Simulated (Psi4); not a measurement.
# AsH3 (arsine) at PBE/cc-pVTZ (density fitting with def2-universal-jkfit, sweep point 3)

What is the vertical singlet–triplet gap of AsH3 (arsine) at PBE/cc-pVTZ (density fitting with def2-universal-jkfit, sweep point 3)? 

The calculation is run with Psi4 1.11.

2 further runs of the same task are left out: 2 for a known fault of the program.

### 1 The molecule

AsH3 has 4 atoms, charge 0, and is taken as a singlet. As SMILES, `[AsH3]`. Geometry: relaxed at PBE0-D4/def2-TZVP.

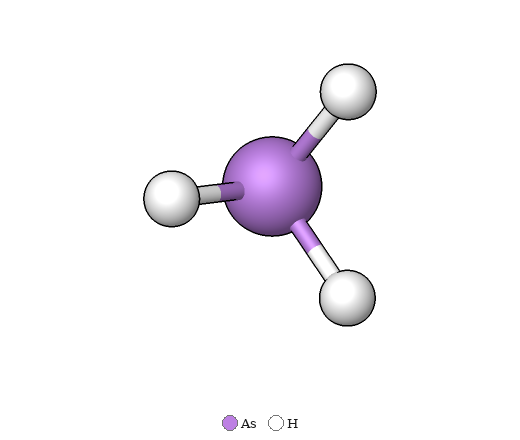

The structure, seen from a chosen angle (arsenic purple, hydrogen white).

### 2 A single-point energy at PBE/cc-pVTZ (density fitting with def2-universal-jkfit, sweep point 3)

input.dat

```
memory 1600 mb

molecule mol {
  0 1
  As    -0.215800     0.487600    -0.346000
  H      0.349900     0.630300     1.059400
  H     -1.068000    -0.705500     0.061100
  H      0.933900    -0.412500    -0.774500
  symmetry c1
}

set puream true
set scf_type df
set dft_radial_points 99
set dft_spherical_points 590
set df_basis_scf def2-universal-jkfit

energy("pbe/cc-pVTZ")
```

Launch:

```bash
$ psi4 -n 1 input.dat output.dat
```

output.dat:

```text
[...]
  Running in c1 symmetry.
[...]
  Nuclear repulsion =   35.153177936618192
[...]
  Multiplicity = 1
[...]
  Nalpha       = 18
  Nbeta        = 18
[...]
    Number of basis functions: 85
[...]
   @DF-RKS iter   1: -2236.20534482973289   -1.78085e+00   2.54430e-02 DIIS/ADIIS
[...]
   @DF-RKS iter   8: -2237.35817157448491   -3.56431e-09   5.24690e-08 DIIS
[...]
    Orbital Energies [Eh]
    ---------------------
    Doubly Occupied:
       1A   -424.125396     2A    -53.205143     3A    -47.586951
       4A    -47.586951     5A    -47.585529     6A     -6.732979
       7A     -4.835651     8A     -4.835651     9A     -4.830938
      10A     -1.510519    11A     -1.510519    12A     -1.507070
      13A     -1.507070    14A     -1.505110    15A     -0.581292
      16A     -0.329605    17A     -0.329602    18A     -0.246999
[...]
  @DF-RKS Final Energy: -2237.35817157448491
   => Energetics <=
    Nuclear Repulsion Energy =             35.1531779366181922
    One-Electron Energy =               -3185.7828460717464623
    Two-Electron Energy =                 997.0305013226648043
    DFT Exchange-Correlation Energy =     -83.7590047620213625
    Empirical Dispersion Energy =           0.0000000000000000
    VV10 Nonlocal Energy =                  0.0000000000000000
    Total Energy =                      -2237.3581715744849134
[...]
 Multipole Moments:
 ------------------------------------------------------------------------------------
     Multipole            Electronic (a.u.)      Nuclear  (a.u.)        Total (a.u.)
 ------------------------------------------------------------------------------------
 L = 1.  Multiply by 2.5417464519 to convert [e a0] to [Debye]
 Dipole X            :         -0.8256644            0.8719188            0.0462544
 Dipole Y            :          1.8656415           -1.9702011           -0.1045595
 Dipole Z            :         -1.3237893            1.3979791            0.0741898
 Magnitude           :                                                    0.1362949
[...]
```

Wall time 7.5 s (1 thread of Intel Xeon 6975P-C (Granite Rapids), shared host); peak memory 1.2 GiB.

### 3 The triplet at the same level

input.inp

```
memory 1600 mb

molecule {
  0 3
  As    -0.215800     0.487600    -0.346000
  H      0.349900     0.630300     1.059400
  H     -1.068000    -0.705500     0.061100
  H      0.933900    -0.412500    -0.774500
  units angstrom
  symmetry c1
}

set basis cc-pVTZ
set reference uks
set puream true
set scf_type df
set dft_radial_points 99
set dft_spherical_points 590
set df_basis_scf def2-universal-jkfit
set maxiter 150

result, w = energy('pbe', return_wfn=True)
```

Launch:

```bash
$ psi4 -i input.inp -o input.out -n 1
```

input.out:

```text
[...]
  Running in c1 symmetry.
[...]
  Nuclear repulsion =   35.153177936618192
[...]
  Multiplicity = 3
[...]
  Nalpha       = 19
  Nbeta        = 17
[...]
    Number of basis functions: 85
[...]
   @DF-UKS iter   1: -2236.10904543152083   -1.68455e+00   2.45063e-02 ADIIS/DIIS
[...]
   @DF-UKS iter  14: -2237.14253890355894   -2.51696e-07   5.39107e-07 DIIS
[...]
   @S^2 Observed:                2.004340376E+00
[...]
    Orbital Energies [Eh]
    ---------------------
    Alpha Occupied:
       1A   -424.174015     2A    -53.251159     3A    -47.634830
       4A    -47.632913     5A    -47.631097     6A     -6.781773
       7A     -4.888631     8A     -4.883324     9A     -4.877288
      10A     -1.562221    11A     -1.561767    12A     -1.557801
      13A     -1.552751    14A     -1.552072    15A     -0.620912
      16A     -0.358639    17A     -0.354613    18A     -0.316228
      19A     -0.052809
    Alpha Virtual:
      20A     -0.045142    21A     -0.013442    22A      0.138339
      23A      0.138972    24A      0.143754    25A      0.170943
[...]
  @DF-UKS Final Energy: -2237.14253890355894
   => Energetics <=
    Nuclear Repulsion Energy =             35.1531779366181922
    One-Electron Energy =               -3184.0662531040497925
    Two-Electron Energy =                 995.5227560874154733
    DFT Exchange-Correlation Energy =     -83.7522198235429300
    Empirical Dispersion Energy =           0.0000000000000000
    VV10 Nonlocal Energy =                  0.0000000000000000
    Total Energy =                      -2237.1425389035589433
[...]
 Multipole Moments:
 ------------------------------------------------------------------------------------
     Multipole            Electronic (a.u.)      Nuclear  (a.u.)        Total (a.u.)
 ------------------------------------------------------------------------------------
 L = 1.  Multiply by 2.5417464519 to convert [e a0] to [Debye]
 Dipole X            :         -0.9111206            0.8719188           -0.0392018
 Dipole Y            :          1.9702660           -1.9702011            0.0000650
 Dipole Z            :         -1.4104684            1.3979791           -0.0124892
 Magnitude           :                                                    0.0411432
[...]
```

Run time: 13 s. Hardware: 1 thread of Intel Xeon 6975P-C (Granite Rapids), shared host; peak memory 1.2 GiB.

### 4 What came out

Level: PBE/cc-pVTZ (density fitting with def2-universal-jkfit, sweep point 3).

```
                                        quantity           value
                           singlet: total energy  -2237.35817 Eh
                          singlet: dipole moment          0.35 D
                            singlet: HOMO energy        -6.72 eV
                            singlet: LUMO energy        -0.28 eV
                          singlet: HOMO–LUMO gap         6.44 eV
                           triplet: total energy  -2237.14254 Eh
                          triplet: dipole moment          0.10 D
     triplet: HOMO energy (highest over α and β)        -1.44 eV
                                   triplet: ⟨S²⟩           2.004
vertical energy of the triplet above the singlet        5.868 eV
```

**Reading.** At this shape the triplet lies 5.87 eV (566 kJ/mol) above the singlet.
